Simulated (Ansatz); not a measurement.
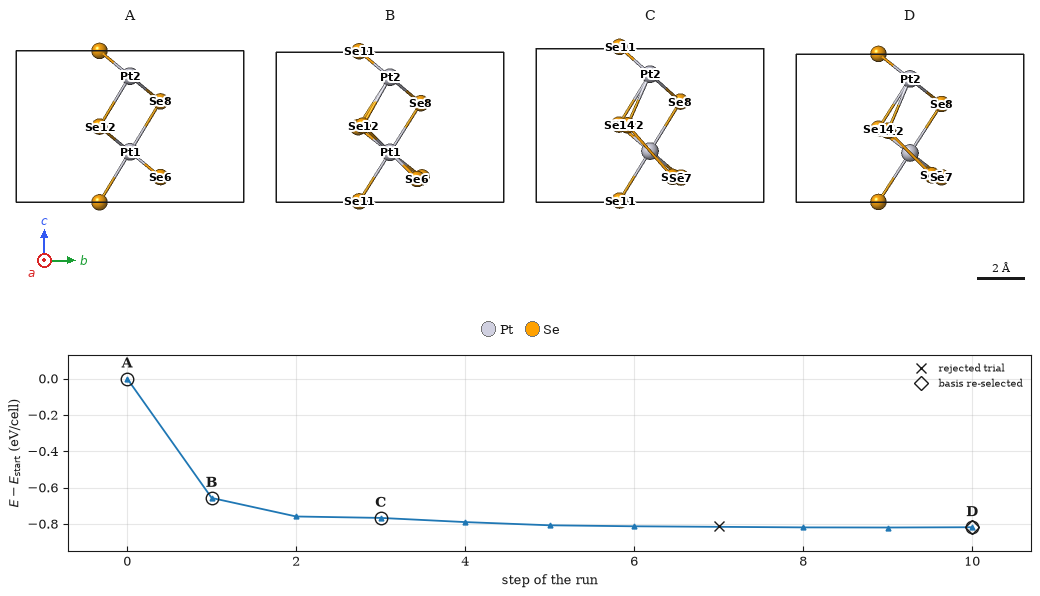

Frames of a relaxation of a wire of composition PtSe2, marked on the history of the run. Style: ball-and-stick. Shown: the cell of the calculation, with the vacuum cut short (origin shifted), along the a axis.

Case: armchair ribbon, 5 formula units a period.

Method: Ansatz, DFT PBE, scalar-relativistic, plane waves, PAW.

Input file:
```yaml
crystal:
  lattice:
    - [16.5, 0.0, 0.0]
    - [0.0, 11.9, 0.0]
    - [0.0, 0.0, 6.4924456621]
  atoms:
    - { symbol: Pt, position: [0.6135883409, 0.5, 0.3333333333] }
    - { symbol: Pt, position: [0.7271766819, 0.5, 0.8333333333] }
    - { symbol: Pt, position: [0.3864116591, 0.5, 0.3333333333] }
    - { symbol: Pt, position: [0.5, 0.5, 0.8333333333] }
    - { symbol: Pt, position: [0.2728233181, 0.5, 0.8333333333] }
    - { symbol: Se, position: [0.7271766819, 0.6099197191, 0.1666666667] }
    - { symbol: Se, position: [0.5, 0.6099197191, 0.1666666667] }
    - { symbol: Se, position: [0.6135883409, 0.6099197191, 0.6666666667] }
    - { symbol: Se, position: [0.2728233181, 0.6099197191, 0.1666666667] }
    - { symbol: Se, position: [0.3864116591, 0.6099197191, 0.6666666667] }
    - { symbol: Se, position: [0.6135883409, 0.3900802809, 0.0] }
    - { symbol: Se, position: [0.7271766819, 0.3900802809, 0.5] }
    - { symbol: Se, position: [0.3864116591, 0.3900802809, 0.0] }
    - { symbol: Se, position: [0.5, 0.3900802809, 0.5] }
    - { symbol: Se, position: [0.2728233181, 0.3900802809, 0.5] }
basis:
  ecutwfc: 420
kpoints:
  mp_grid: { grid: [1, 1, 5] }
hamiltonian:
  xc: pbe
scf:
  occupations: { method: gaussian, width: 0.05 }
output:
  forces: true
  stress: true
  eigenvalues: true
  populations: true
  write_density: true
  write_potential: true
  elf: true
  volumetric_format: npy
relax:
  adjacent_minimum: "off"
  f_tol: 0.02
  max_steps: 45
  cell: { fix: [a, b, alpha, beta, gamma], stress_tol: 0.03 }
```

Launched with:
```bash
ansatz run input.yaml --threads 4 --pin off --max-ram 11264MiB --backend cpu --events-out ev --progress --plain --runs-dir out
```

Q: Describe the path.

A: After 8 accepted moves (10 points after the start) the energy has fallen by 0.818 eV per cell of the calculation. The largest force component goes from 1.4 to 0.015 eV/Å. The line search rejected the trial step at point 7 of the run. At 1 point the geometry stayed and the basis and grid were re-selected for the new cell (energy shift of 1.5 meV per cell of the calculation at most each time). The largest moves relative to the layer's centre, 0.46 Å, are those of Se6, Se9, Se12 and Se15. Largest moves by element: Se 0.46 Å, Pt 0.10 Å. Along the periodic axis the drawn cell goes c 6.492 → 6.348 Å (−2.2 %). Near-neighbour distances that change, for instance: Se6–Se12 3.395 → 2.678 Å, Pt2–Se12 2.529 → 2.436 Å, Pt1–Se11 2.529 → 2.499 Å, Pt1–Se14 2.529 → 2.520 Å. Among the angles between lasting bonds that change: Se9–Pt3–Se15 84.3° → 63.8°, Se6–Pt2–Se12 180.0° → 163.2°, Se7–Pt3–Se15 180.0° → 168.3°. From step 0 to 1: Pt atoms move most (0.19 Å), energy −0.657 eV per cell of the calculation. From step 1 to 3: Se atoms move most (0.25 Å), energy −0.110 eV per cell of the calculation. From step 3 to 10: Se atoms move most (0.14 Å), energy −51.3 meV per cell of the calculation.
